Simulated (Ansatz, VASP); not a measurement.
# CdS (Hawleyite) in two plane-wave programs

One calculation is typed for both programs; each brings its own data sets. How far apart do they land? The cell is taken from a series of VASP runs on this material, whose earlier steps may have relaxed, scaled or displaced it; both programs get it as it stands. Valence electrons are named where the data sets of a main pair hold unlike numbers.

Method: plane waves, with VASP 6.6.1 beside it; band structure at HSE06 and band structure at r2SCAN-EpsX with an exact-exchange share of 0.151, in Ansatz 0.2.0.

## (1) Starting point

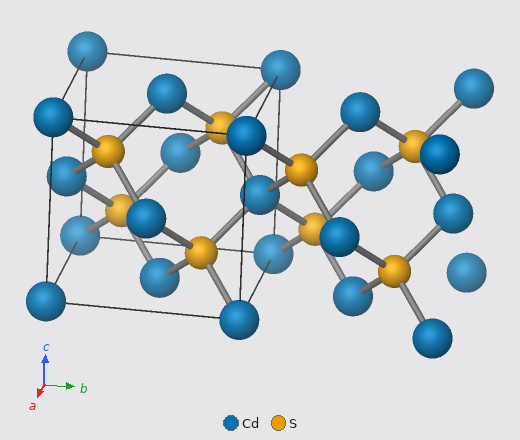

Start, viewed slightly off an axis; cadmium blue, sulfur orange. 1×2×1 cells are drawn. This picture shows the conventional cell, with its axes. Bonds to atoms that aren't drawn are left out. Some periodic images of atoms are drawn too.

## (2) VASP: band structure, HSE06

Levels along a path test the potential and the projectors away from the mesh points.

Lines of VASP's logs that name or quote its potential files are left out, and so is its time.

The run reads the wave functions of an earlier VASP run, which isn't shown here.

The input, INCAR:

```
SYSTEM = CdS
PREC = Accurate
ENCUT = 357
EDIFF = 1E-06
NELM = 100
ISMEAR = 0
SIGMA = 0.03
LREAL = .FALSE.
ALGO = Normal
LHFCALC = .TRUE.
AEXX = 0.25
GGA = PE
HFSCREEN = 0.2
LASPH = .TRUE.
NBANDS = 15
PRECFOCK = Fast
LORBIT = 11
LWAVE = .FALSE.
LCHARG = .FALSE.
KPAR = 4
```

The input, POSCAR:

```
CdS
1.0
    0.0000000000      2.9165000000      2.9165000000
    2.9165000000      0.0000000000      2.9165000000
    2.9165000000      2.9165000000      0.0000000000
Cd S
1 1
Direct
    0.0000000000      0.0000000000      0.0000000000
    0.7500000000      0.7500000000      0.7500000000
```

The input, KPOINTS:

```
Automatic mesh
0
Gamma
4 4 4
0 0 0
```

The input, KPOINTS_OPT:

```
Line mode
10
Line-mode
Reciprocal
  0.00000000   0.00000000   0.00000000 GAMMA
  0.50000000   0.00000000   0.50000000 X

  0.50000000   0.00000000   0.50000000 X
  0.50000000   0.25000000   0.75000000 W

  0.50000000   0.25000000   0.75000000 W
  0.37500000   0.37500000   0.75000000 K

  0.37500000   0.37500000   0.75000000 K
  0.00000000   0.00000000   0.00000000 GAMMA

  0.00000000   0.00000000   0.00000000 GAMMA
  0.50000000   0.50000000   0.50000000 L

  0.50000000   0.50000000   0.50000000 L
  0.62500000   0.25000000   0.62500000 U

  0.62500000   0.25000000   0.62500000 U
  0.50000000   0.25000000   0.75000000 W

  0.50000000   0.25000000   0.75000000 W
  0.50000000   0.50000000   0.50000000 L

  0.50000000   0.50000000   0.50000000 L
  0.37500000   0.37500000   0.75000000 K

  0.62500000   0.25000000   0.62500000 U
  0.50000000   0.00000000   0.50000000 X
```

Potentials, in the order of the species: Cd and S (PBE family, release 64).

Command:

```console
$ mpirun -np 4 vasp_std
```

Numbers of over 12 decimals in the logs are rounded to 6 here.

What it wrote:

```text
[banner, memory and clock lines left out]
running    4 mpi-ranks, on    1 nodes
 distrk:  each k-point on    1 cores,    4 groups
 distr:  one band on    1 cores,    1 groups

 POSCAR found type information on POSCAR CdS
 POSCAR found :  2 types and       2 ions
 LDA part: xc-table for (Slater+PW92), standard interpolation
 found WAVECAR, reading the header
 POSCAR, INCAR and KPOINTS ok, starting setup
 FFT: planning ... GRIDC
 FFT: planning ... GRID_SOFT
 FFT: planning ... GRID
 reading WAVECAR
 the WAVECAR file was read successfully
 initial charge from wavefunction
 entering main loop
       N       E                     dE             d eps       ncg     rms          rms(c)
DAV:   1    -0.761893650802E+01   -0.76189E+01   -0.10515E+00   247   0.117E+01    0.338E+00
DAV:   2    -0.760613165951E+01    0.12805E-01   -0.87826E-02   268   0.412E+00    0.186E+00
DAV:   3    -0.759820284657E+01    0.79288E-02   -0.16292E-02   282   0.152E+00    0.116E+00
DAV:   4    -0.759738631476E+01    0.81653E-03   -0.26115E-03   261   0.473E-01    0.740E-01
DAV:   5    -0.759728149629E+01    0.10482E-03   -0.29883E-04   268   0.138E-01    0.446E-01
DAV:   6    -0.759722477298E+01    0.56723E-04   -0.24290E-05   268   0.436E-02    0.253E-01
DAV:   7    -0.759720307490E+01    0.21698E-04   -0.11082E-05   268   0.240E-02    0.138E-01
DAV:   8    -0.759719711039E+01    0.59645E-05   -0.44844E-06   268   0.146E-02    0.750E-02
DAV:   9    -0.759719574417E+01    0.13662E-05   -0.16351E-06   238   0.930E-03    0.415E-02
DAV:  10    -0.759719551896E+01    0.22521E-06   -0.67174E-07   190   0.607E-03
   1 F= -.75971955E+01 E0= -.75971955E+01  d E =-.102686E-24
 Start KPOINTS_OPT (optional k-point list driver)
k-point batch [1-8\100]
       N       E                     dE             ncg
DAV:   1     0.118661063049E+03   -0.15032E+04      248
DAV:   2    -0.813181885065E+03   -0.93184E+03      268
DAV:   3    -0.857592326025E+03   -0.44410E+02      324
DAV:   4    -0.858147725631E+03   -0.55540E+00      317
DAV:   5    -0.858151917787E+03   -0.41922E-02      317
DAV:   6    -0.858151978939E+03   -0.61152E-04      303
DAV:   7    -0.858151980463E+03   -0.15247E-05      310
DAV:   8    -0.858151980507E+03   -0.44014E-07      232
[...]
k-point batch [97-100\100]
       N       E                     dE             ncg
DAV:   1     0.209344258895E+04   -0.22363E+04      144
DAV:   2     0.170660811117E+04   -0.38683E+03      148
DAV:   3     0.169201317385E+04   -0.14595E+02      155
DAV:   4     0.169185736374E+04   -0.15581E+00      176
DAV:   5     0.169185609167E+04   -0.12721E-02      155
DAV:   6     0.169185607514E+04   -0.16528E-04      148
DAV:   7     0.169185607482E+04   -0.32085E-06      132
```

OUTCAR, selected parts (step 2):

```text
ion  position               nearest neighbor table
   1  0.000  0.000  0.000-   2 2.53   2 2.53   2 2.53   2 2.53
   2  0.750  0.750  0.750-   1 2.53   1 2.53   1 2.53   1 2.53

  LATTYP: Found a face centered cubic cell.
 ALAT       =     5.8330000000

 Subroutine GETGRP returns: Found 24 space group operations
 (whereof 24 operations were pure point group operations)

The static configuration has the point symmetry T_d .

 Found      8 irreducible k-points:

   k-points           NKPTS =      8   k-points in BZ     NKDIM =     64   number of bands    NBANDS=     15

   dimension x,y,z NGX =    28 NGY =   28 NGZ =   28
   dimension x,y,z NGXF=    56 NGYF=   56 NGZF=   56

   ENCUT  =  357.0 eV  26.24 Ry    5.12 a.u.   6.35  6.35  6.35*2*pi/ulx,y,z

   NELECT =      18.0000    total number of electrons

 k-points in reciprocal lattice and weights: Automatic mesh
   0.00000000  0.00000000  0.00000000       0.016
   0.25000000  0.00000000  0.00000000       0.125
   0.50000000  0.00000000  0.00000000       0.062
   0.25000000  0.25000000  0.00000000       0.094
   0.50000000  0.25000000  0.00000000       0.375
  -0.25000000  0.25000000  0.00000000       0.188
   0.50000000  0.50000000  0.00000000       0.047
  -0.25000000  0.50000000  0.25000000       0.094

  exchange ACFDT corr.  =         0.00000000  see jH, gK, PRB 81, 115126

 average (electrostatic) potential at core
       1 -32.7922       2 -85.5005

 E-fermi :   0.8766

 k-point     1 :       0.0000    0.0000    0.0000
  band No.  band energies     occupation
    ...
      5      -7.7076      2.00000
      6      -7.7076      2.00000
      7       0.6636      2.00000
      8       0.6636      2.00000
      9       0.6636      2.00000
     10       2.8604      0.00000
     11       8.3900      0.00000
     12       8.3900      0.00000
     13       8.3900      0.00000
     14      13.4475      0.00000
    ...

 k-point     2 :       0.2500    0.0000    0.0000
  band No.  band energies     occupation
    ...
      5      -7.7045      2.00000
      6      -7.7045      2.00000
      7      -1.9649      2.00000
      8       0.2391      2.00000
      9       0.2391      2.00000
     10       4.5454      0.00000
     11       8.1322      0.00000
     12       8.9225      0.00000
     13       8.9225      0.00000
     14      12.5600      0.00000
    ...

 k-point     3 :       0.5000    0.0000    0.0000
  band No.  band energies     occupation
    ...
      5      -7.6739      2.00000
      6      -7.2902      2.00000
      7      -4.0358      2.00000
      8      -0.1420      2.00000
      9      -0.1420      2.00000
     10       4.7950      0.00000
     11       8.8365      0.00000
     12       8.8365      0.00000
     13       9.3689      0.00000
     14      13.0081      0.00000
    ...

  energy-cutoff  :      357.00
  volume of cell :       49.62
      direct lattice vectors                 reciprocal lattice vectors
     0.000000000  2.916500000  2.916500000    -0.171438368  0.171438368  0.171438368
     2.916500000  0.000000000  2.916500000     0.171438368 -0.171438368  0.171438368
     2.916500000  2.916500000  0.000000000     0.171438368  0.171438368 -0.171438368

 POSITION                                       TOTAL-FORCE (eV/Angst)
 -----------------------------------------------------------------------------------
      0.00000      0.00000      0.00000         0.000000      0.000000      0.000000
      4.37475      4.37475      4.37475        -0.000000     -0.000000     -0.000000
 -----------------------------------------------------------------------------------
    total drift:                               -0.000087     -0.000113     -0.000063

  FREE ENERGIE OF THE ION-ELECTRON SYSTEM (eV)
  ---------------------------------------------------
  free  energy   TOTEN  =        -7.5971955190 eV

  energy  without entropy=       -7.5971955190  energy(sigma->0) =       -7.59719552

 total charge
# of ion       s       p       d       tot
------------------------------------------
    1        0.399   0.325   9.594  10.318
    2        1.310   2.437   0.000   3.747
--------------------------------------------------
tot          1.709   2.763   9.594  14.066

[... 3 further parts left out ...]
```

The k-mesh is coarse for exact exchange; levels may shift by about 0.1 eV on a finer one.

## (3) Ansatz: band structure, HSE06

Ansatz runs on its default PAW (the set named soft_2) files.

The same cell, functional, mesh and smearing now go to Ansatz, which takes its cutoff from its data sets.

The input, input.yaml:

```yaml
crystal:
  lattice:
    - [0.0, 2.9165, 2.9165]
    - [2.9165, 0.0, 2.9165]
    - [2.9165, 2.9165, 0.0]
  atoms:
    - { symbol: Cd, position: [0.0, 0.0, 0.0] }
    - { symbol: S, position: [0.75, 0.75, 0.75] }
hamiltonian:
  xc: { exchange: pbe, correlation: pbe, exx: { coeff: 0.25, omega: 0.2 } }
  pseudopotentials: { kind: paw }
kpoints:
  mp_grid: { grid: [4, 4, 4] }
  band_path:
    path:
      - [0.0, 0.0, 0.0]
      - [0.5, 0.0, 0.5]
      - [0.5, 0.22222, 0.72222]
      - [0.40278, 0.34722, 0.75]
      - [0.125, 0.125, 0.25]
      - [0.27778, 0.27778, 0.27778]
      - [0.55556, 0.38889, 0.55556]
      - [0.58333, 0.25, 0.66667]
      - [0.5, 0.30556, 0.69444]
      - [0.48611, 0.48611, 0.52778]
      - [0.625, 0.25, 0.625]
      - [0.5, 0.0, 0.5]
    npoints: 1
scf:
  occupations: { method: gaussian, width: 0.03 }
  n_extra_bands: 7
output:
  forces: true
  stress: true
  eigenvalues: true
```

Command:

```console
$ ansatz run input.yaml --threads 4 --pin off --max-ram 9216MiB --backend cpu --events-out ev --progress --plain --runs-dir out
```

What it wrote:

```text
Warning: output.stress: scf.convergence.dr2_threshold = 1e-7 eV (the SCF's general default) is looser than the 2e-10 eV advised for a printed stress (1e-10 eV for each atom of the cell: 2). What an SCF threshold leaves in a stress goes as its square root, and in the free energy as the threshold itself, and one threshold admits the most on a small cell: [figures from the program's tests cut] Set scf.convergence.dr2_threshold to 2e-10 eV or tighter. The threshold is an SCF's pass mark: one that does not reach it within its budget of iterations ends unconverged, or closes short of it on a stop that the run arms, and scf.convergence.dr2_threshold's page says what that costs each kind of run
Warning: output.stress: scf.exx.energy_threshold = 1e-6 eV is looser than the 2e-8 eV advised for a stress under a hybrid functional (1e-8 eV for each atom of the cell: 2). Every SCF of the exchange loop can meet its threshold on dr2 while the loop round them stops early: no threshold on dr2 bounds what that leaves in the stress. Set scf.exx.energy_threshold to 2e-8 eV or tighter. The threshold is the loop's pass mark: a loop that does not reach it within its budget of cycles ends unconverged, and scf.exx.energy_threshold's page has the law
scf.n_extra_bands = 7 over 13 filled bands (N_el = 26.0): the run solves 20 bands
Engine: ansatz 0.2.0, aarch64-unknown-linux-gnu
Pseudopotentials: kind: paw
Pseudopotential: Cd, paw, valence charge 20, recommended cutoff 420 eV (normal), Cd.paw.azcp
Pseudopotential: S, paw, valence charge 6, recommended cutoff 420 eV (normal), S.paw.azcp
Functional definition: unnamed
  parameter a_1 = 0.25
  parameter omega_1 = 0.2/angstrom
  exchange = pbe_x + (-a_1)*pbe_x_sr(omega_1) + a_1*exact_x_sr(omega_1)
  correlation = pbe_c
Crystal: 2 atoms, lattice volume = 49.615 Å³
Basis set: ecut = 420 eV, 941 PW (Γ), exchange–correlation on 60×60×60 points (8 copies of the dense FFT grid, shifted against one another)
Bands: 20, of which v1, the nominal top of the filled ones, is band 13 counted from 1 (12 counted from 0)
Symmetry: 24 space group operations
Space group: F-43m (ITA 216), of the structure as read, at distance tolerance 3.7e-5 Å
k-points: 8 of 64 (time reversal used)
Non-local potential: Cd, projectors of the file, l = 0: 3, l = 1: 2, l = 2: 2, l = 3: 1
Non-local potential: S, projectors of the file, l = 0: 2, l = 1: 2, l = 2: 2
PAW form: soft (Blöchl's): semilocal exchange-correlation on the pseudo side does not see the compensation charge
PAW frozen core: Cd, regenerated for the run's functional, and the local potential with it (the file was generated under x = pbe(κ = 0.804, μ = 0.219515), c = pbe(β = 0.066725))
PAW frozen core: S, regenerated for the run's functional, and the local potential with it (the file was generated under x = pbe(κ = 0.804, μ = 0.219515), c = pbe(β = 0.066725))
PAW one-centre angular grid: Cd, 590 points (default); XC on 64 Gauss nodes
PAW one-centre angular grid: S, 110 points (default); XC on 64 Gauss nodes
Initial density: superposition of atomic densities (neutral atoms: chi_scale 0, normalization atom), corrected by the library's trained network
Initial wavefunctions: pseudopotential atomic-orbital guess
Functional: x = pbe(κ = 0.804, μ = 0.219515), c = pbe(β = 0.066725), warm-up for x = pbe(κ = 0.804, μ = 0.219515) + 0.25 (exact − pbe) at short range (hse, ω = 0.2 Å⁻¹), c = pbe(β = 0.066725)
SCF iter   1: F=—  HF=-9157.772147 eV  |F-HF|=—  |Δ(HF+E_count)|=         —  Δρ=6.99e-4  dr2=1.30e-4  ethr=1.77e-3  ⟨swp⟩=10.2  Hψ=806  notcnv=0
preconditioner: auto → none  [insulator: Δε(μ)=1.134 eV  Ē_g=14.734 eV  σ=0.030 eV  W_gap=1.00  n_scr=14 (ndim 8)  ℏωp=22.4 eV  f_vac=0.128  D(μ)=0.00/eV (n_scr^D=0)]
SCF iter   2: F=-9157.772286 eV  HF=-9157.772256 eV  |F-HF|=2.96e-5  |Δ(HF+E_count)|=   1.09e-4  Δρ=2.76e-4  dr2=2.77e-5  ethr=5.01e-7  ⟨swp⟩=4.6  Hψ=480  notcnv=0  defer=3
SCF 1 stopped early in 2 iterations: F = -9157.772286 eV  dr2 = 2.77e-5
  greatest PAW one-centre occupation: 1.000 electrons in one spin orbital (limit 2), on the Cd atom at site 0 (counted from 0), in its partial waves of l = 0
Initial density: handed on by an earlier stage of this run
Initial wavefunctions: those handed on with the density
Functional: x = pbe(κ = 0.804, μ = 0.219515) + 0.25 (exact − pbe) at short range (hse, ω = 0.2 Å⁻¹), c = pbe(β = 0.066725)
Exchange kernel: α = 0.2500, screened, ω = 0.2000 Å⁻¹, Wigner–Seitz truncation, v(0) = 1108.0615 eV·Å³, q-mesh 4×4×4, nearest image of the exchange supercell L = 16.50 Å, pair-density grid 18×18×18, without the augmentation charges, whose exchange is taken in its separable form by FFT convolution over the k-point mesh (sized by the pseudopotential files, 24×24×24 at the most), smooth part of the exact exchange by density-matrix convolution
Frozen-core exchange: fock
SCF iter   1: F=—  HF=-9162.165299 eV  |F-HF|=—  |Δ(HF+E_count)|=         —  Δρ=6.88e-3  dr2=1.87e-2  ethr=1.06e-6  ⟨swp⟩=7.1  Hψ=763  notcnv=0
preconditioner: auto → none  [insulator: Δε(μ)=2.155 eV  Ē_g=16.916 eV  σ=0.030 eV  W_gap=1.00  n_scr=14 (ndim 8)  ℏωp=22.4 eV  f_vac=0.129  D(μ)=0.00/eV (n_scr^D=0)]
SCF iter   2: F=—  HF=-9162.160403 eV  |F-HF|=—  |Δ(HF+E_count)|=   4.90e-3  Δρ=2.49e-3  dr2=2.09e-3  ethr=1.06e-6  ⟨swp⟩=4.0  Hψ=492  notcnv=0
SCF iter   3: F=—  HF=-9162.166508 eV  |F-HF|=—  |Δ(HF+E_count)|=   6.10e-3  Δρ=1.64e-3  dr2=8.79e-4  ethr=1.06e-6  ⟨swp⟩=4.0  Hψ=434  notcnv=0
SCF iter   4: F=—  HF=-9162.166334 eV  |F-HF|=—  |Δ(HF+E_count)|=   1.73e-4  Δρ=5.07e-4  dr2=8.17e-5  ethr=1.06e-6  ⟨swp⟩=3.0  Hψ=312  notcnv=0
SCF iter   5: F=—  HF=-9162.166417 eV  |F-HF|=—  |Δ(HF+E_count)|=   8.28e-5  Δρ=1.95e-4  dr2=1.46e-5  ethr=2.77e-7  ⟨swp⟩=3.1  Hψ=291  notcnv=0
iter 6 solved again at ethr=6.79e-10 eV; its pass at ethr=5.22e-8 eV (dr2=1.77e-7 eV) is discarded
SCF iter   6: F=-9162.166414 eV  HF=-9162.166414 eV  |F-HF|=8.44e-8  |Δ(HF+E_count)|=   2.93e-6  Δρ=2.43e-5  dr2=1.25e-6  ethr=6.79e-10  ⟨swp⟩=4.6  Hψ=723  notcnv=0  defer=2
SCF 2 stopped early in 6 iterations: F = -9162.166414 eV  dr2 = 1.25e-6
  greatest PAW one-centre occupation: 1.001 electrons in one spin orbital (limit 2), on the Cd atom at site 0 (counted from 0), in its partial waves of l = 1
hybrid outer 1: dexx = +7.285e-3 eV, tail = 2.19e-5 eV
Exchange kernel: α = 0.2500, screened, ω = 0.2000 Å⁻¹, Wigner–Seitz truncation, v(0) = 1108.0615 eV·Å³, q-mesh 4×4×4, nearest image of the exchange supercell L = 16.50 Å, pair-density grid 18×18×18, without the augmentation charges, whose exchange is taken in its separable form by FFT convolution over the k-point mesh (sized by the pseudopotential files, 24×24×24 at the most), smooth part of the exact exchange by density-matrix convolution
Frozen-core exchange: fock
SCF iter   1: F=—  HF=-9162.166462 eV  |F-HF|=—  |Δ(HF+E_count)|=         —  Δρ=4.99e-5  dr2=3.38e-7  ethr=4.20e-7  ⟨swp⟩=4.1  Hψ=357  notcnv=0
preconditioner: auto → none  [insulator: Δε(μ)=2.196 eV  Ē_g=16.845 eV  σ=0.030 eV  W_gap=1.00  n_scr=14 (ndim 8)  ℏωp=22.4 eV  f_vac=0.134  D(μ)=0.00/eV (n_scr^D=0)]
SCF iter   2: F=—  HF=-9162.166462 eV  |F-HF|=—  |Δ(HF+E_count)|=   4.08e-8  Δρ=1.67e-5  dr2=7.28e-8  ethr=1.24e-9  ⟨swp⟩=3.6  Hψ=370  notcnv=0
SCF iter   3: F=—  HF=-9162.166462 eV  |F-HF|=—  |Δ(HF+E_count)|=   1.09e-8  Δρ=3.40e-6  dr2=1.47e-8  ethr=2.17e-10  ⟨swp⟩=3.0  Hψ=335  notcnv=0
SCF iter   4: F=-9162.166462 eV  HF=-9162.166462 eV  |F-HF|=2.32e-9  |Δ(HF+E_count)|=   6.48e-8  Δρ=2.13e-6  dr2=2.81e-9  ethr=1.04e-11  ⟨swp⟩=4.2  Hψ=450  notcnv=0
SCF 3 converged in 4 iterations: F = -9162.166462 eV  dr2 = 2.81e-9
  Residual-converged pass: ⟨swp⟩=2.0  Hψ=215  notcnv=0  max |occ|·‖R‖ = 2.2e-6 eV (tolerance 2.4e-6 eV)  dr2=2.81e-9  dr2_onsite=2.47e-10  max |Δocc| = 0.0e0
hybrid outer 2: dexx = +1.932e-7 eV, tail = 2.48e-8 eV, Δε = 3.04e-3 eV (about 1.18e-4 eV left of the loop's levels)
NSCF: frozen V_eff on 12 k-points
hybrid SCF converged: 2 outer / 10 inner (+2 warm-up), last move |dexx| = 1.93e-7 eV, tail = 2.48e-8 eV
Stability not checked: this state was not tested for a lower state beside it, because the functional holds exact exchange (a hybrid, or Hartree-Fock), whose exchange loop this test does not read (fock_operator; see scf.lower_state_search)
Free energy (F): -9162.166462 eV
Frozen-core exchange: fock
Harris-Foulkes:  -9162.166462 eV  (|F-HF|=2.32e-9)
Internal energy: -9162.166462 eV  (E = F + TS)
E sigma→0 (E₀):  -9162.166462 eV
Fermi energy:    7.361643 eV
--- Per-component energies (eV) ---
  E_band       = -570.466642
  E_kinetic    = 612.981128
  E_local      = -4016.441300  (includes V_loc(G=0)·N_el)
  E_nonlocal   = 62.849358
  E_hartree    = 1847.316902
  E_xc         = -218.755212
  E_vxc        = -245.481628  (∫ρ·V_xc dr)
  E_exx        = -100.103738  (= α·E_x^exact, valence–valence)
  E_paw        = -4644.336823  (= ΣΔE_a)
  E_vpaw       = -478.802343  (= ΣTr[D̂ρ^β])
  E_aug_tail   = 0.000016  (compensation charges beyond the density's cutoff)
  E_ewald      = -2704.981299
  E_core_change = -0.695494  (= ΣΔE_core)
  E_smearing   = -0.000000  (= −TS)
  E_closure    = -0.000000  (closes the sum)
  Σ components = -9162.166462   (vs F -9162.166462, Δ=1.82e-12)
--- Forces (eV/Å), atoms counted from 1 ---
  atom   1  Cd    -0.00000000     0.00000000    -0.00000000
  atom   2  S      0.00000000     0.00000000    -0.00000000
  max |Σ_I F_I| component: 9.25e-17 eV/Å
--- Stress (GPa, compression-positive) ---
        1.841760       0.000000      -0.000000
       -0.000000       1.841760       0.000000
       -0.000000       0.000000       1.841760
  P = ⅓ Tr σ = 1.8418 GPa (18.418 kbar)
--- Band table (eV; the first three rows and the last of 8) ---
  k-point 0: bands = [... 9 lower, -2.1499, 6.2633, 6.2633, 6.2633, 8.4595, 13.9879, 13.9879, 13.9879, ... 3 higher]
  k-point 1: bands = [... 9 lower, -2.1465, 3.6430, 5.8401, 5.8401, 10.1445, 13.7099, 14.5175, 14.5175, ... 3 higher]
  k-point 2: bands = [... 9 lower, -1.7282, 1.5767, 5.4593, 5.4593, 10.3989, 14.4348, 14.4348, 14.9486, ... 3 higher]
  k-point 7: bands = [... 9 lower, -1.4582, 2.1504, 3.8716, 3.8920, 12.6998, 13.0593, 14.7154, 15.3794, ... 3 higher]
```

Run time: 13 s. Hardware: 4 threads of Arm Neoverse V2, shared host; peak memory 0.65 GiB; 46 s of CPU time.

(Part 1 of 2 ends here.)

[Lines on the potential files, build, host, timing and source positions are cut from VASP's logs without a mark.]

[Logs are printed without paths, hosts, clocks, repeated set-up lines and the standing remarks that a program may print on its own settings, such as how far it seeks lower states.]

[Hosts, paths, dates, database ids (printed as entryN), source tags and the programs' standing remarks are cut or masked in the printed files.]
